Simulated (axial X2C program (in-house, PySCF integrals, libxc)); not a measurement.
**HfAs: relativistic diatomic calculation**

System: HfAs, single determinant with Ω = 5/2 (not the lowest found). The distance is the PBE0 minimum at charge 0.
Method: expectation values, HF and Kohn-Sham, two-component X2C with atomic mean-field Coulomb and Gaunt terms, Hf dyall-cv3z, As dyall-cv3z (cores contracted) (axial X2C program (in-house, PySCF integrals, libxc)).

## The input
```
{"zs": [72, 33], "q": 0, "bas": ["dyall-cv3z", "dyall-cv3z"], "r0": 2.73, "levels": ["PBE0", "HF", "B3LYP", "LDA", "BP86"], "nst": 3}
```

The line is the task of a batch: nuclear charges, charge, bases, the levels to run, a first guess of the distance and further settings. This report covers the levels named above. The log is that of the reference distance, started from orbitals converged before.

Launched within a batch (the task file carries these settings):
```bash
python <driver script> task.json out
```

## Log
```
two-component X2C + atomic mean field  PBE0
basis functions 288  fitting functions 1503  grid points 5802
iter        total energy     max residual
   1     -17336.229661343     5.93e-06
   2     -17336.229661345     1.50e-05
   3     -17336.229661348     2.18e-06
   4     -17336.229661349     2.69e-06
converged
one-electron -24876.84677215  Coulomb 7425.75780122  exact exchange -97.57265903  xc functional -299.25088553  nuclear repulsion 525.19843490  atomic mean-field constant -13.51558076
```

## Expectation values by level of theory

| quantity | PBE0 | HF | B3LYP | LDA | BP86 |
| --- | --- | --- | --- | --- | --- |
| effective field for an electron dipole moment (GV/cm) | 26.1 | 37.4 | 24.3 | 24.4 | 22.9 |
| field gradient at the first nucleus (a.u.) | −1.11 | −1.65 | −1.08 | −1.28 | −1.28 |
| field gradient at the second nucleus (a.u.) | −2.38 | −3.49 | −2.15 | −2.24 | −2.25 |
| A∥/gI, first nucleus (MHz) | −765 | −951 | −698 | −725 | −728 |
| A∥/gI, second nucleus (MHz) | 61.7 | 0.835 | 85.0 | 88.9 | 78.4 |

Each column comes from one determinant with 3 or more unpaired spinors, which can mix states, in a basis with contracted cores. The levels disagree widely: A∥/gI at the second nucleus runs from 0.835 to 88.9 MHz. They may not all have settled in the same state, and these values aren't reliable properties of the molecule.

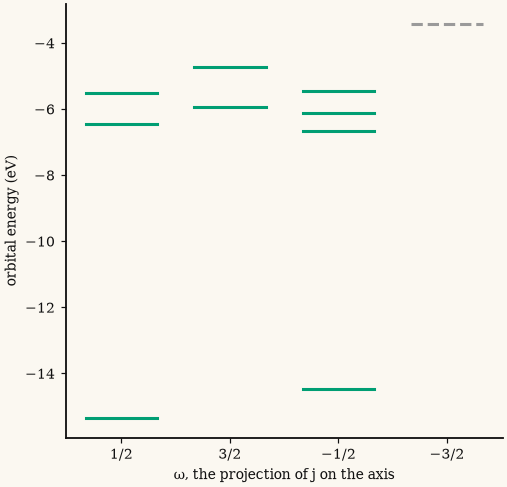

*Orbital energies (PBE0) near the frontier at 2.39 Å, filled (solid) and empty (dashed).*

The highest filled spinor (3/2; 98 % Hf d) lies at −4.71 eV, the lowest empty one (−3/2; 49 % As p, 40 % Hf d) at −3.42 eV.

## Results in brief

| quantity | value |
| --- | --- |
| outcome | converged; the levels of theory disagree widely |
| hardware | 1 thread of Arm Neoverse N1, 54 GiB of memory available, shared host |
| wall time | 18 s |
| peak memory | 0.7 GiB |
